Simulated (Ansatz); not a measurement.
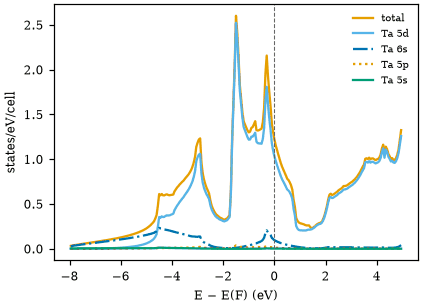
*Total and projected density of states of Ta (bcc (W type), Im-3m), the program Ansatz at the r²SCAN+D4 level (PAW)*

Q: Which orbitals carry the states next to the Fermi level?

A: Within 0.5 eV of the Fermi level: Ta 5d 85 %, Ta 6s 8 %, outside the projected shells 6 %. Projections are on Löwdin-orthogonalised atomic valence shells; empty p or d shells of many metals are not among them.

Q: Where is the tallest occupied peak in this window, and what makes it?

A: Near -1.5 eV, about 2.6 states/eV per cell; the largest projected share is Ta 5d.

Symmetry was held in the r²SCAN+D4 relaxation. The run is not spin-polarised. The pairwise dispersion correction was not fitted to metals. Scalar-relativistic: spin–orbit coupling is off unless named, which matters more the heavier the elements.

Potentials: the earlier of the program's two PAW sets.
